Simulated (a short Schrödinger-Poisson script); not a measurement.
Stack: MOS inversion layer, SiO2 on p-type GaN, at 300 K.

| layer | material | thickness (nm) | Na (cm⁻³) |
|---|---|---|---|
| 1 | SiO2 | 3.2 | - |
| 2 | GaN | 410 | 2.3e18 |

The device is made up for the run: typed textbook-type constants, with dimensions and the other settings drawn at random. SiO2: permittivity 3.9, conduction-band edge (eV) 3.2, gap (eV) 9, electron mass (mₑ) 0.5. GaN: permittivity 9.5, conduction-band edge (eV) 0, gap (eV) 3.43, Nv at 300 K (cm⁻³) 4.6e19.

Channel valleys (confinement mass, in-plane density-of-states mass, number): Γ 0.2, 0.2, 1. At the gate the conduction-band edge of layer 1 lies 3.24 eV − eVg above the Fermi level of the channel; the field vanishes at the back. Gaps are held at their typed values at every temperature. Mesh 0.03 nm at interfaces.

From a short Schrödinger-Poisson script (our own, NumPy): 1D Poisson equation in equilibrium, electrons quantum, Hartree (BenDaniel-Duke, 12 states a valley, the channel's in-plane mass for all, wave functions ending at the dielectric), parabolic valleys, classical holes, full ionisation, no traps, pinning or gate leakage.

Only gate voltages with over 1e8 electrons/cm² are shown.

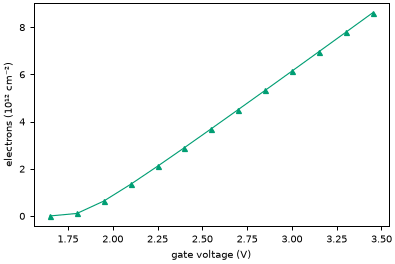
Fig. 1. Sheet density against gate voltage

| Vg (V) | electrons (cm⁻²) | C (μF/cm²) | Γ E0 (meV) | Γ E1 (meV) |
|---|---|---|---|---|
| 1.65 | 1.78e9 | 0.182 | 183.6 | 486.2 |
| 1.95 | 6.32e11 | 0.741 | 27.9 | 337.8 |
| 2.25 | 2.11e12 | 0.846 | -13.0 | 303.5 |
| 2.55 | 3.70e12 | 0.870 | -39.1 | 283.7 |
| 2.85 | 5.32e12 | 0.880 | -61.4 | 267.6 |
| 3.15 | 6.96e12 | 0.885 | -82.2 | - |
| 3.45 | 8.61e12 | 0.889 | - | - |

Subbands count from the Fermi level; a dash marks a level above the dielectric's band edge.

In real p-type GaN the Mg acceptor is only partly ionised, and so wide a gap doesn't supply an inversion layer without source and drain.
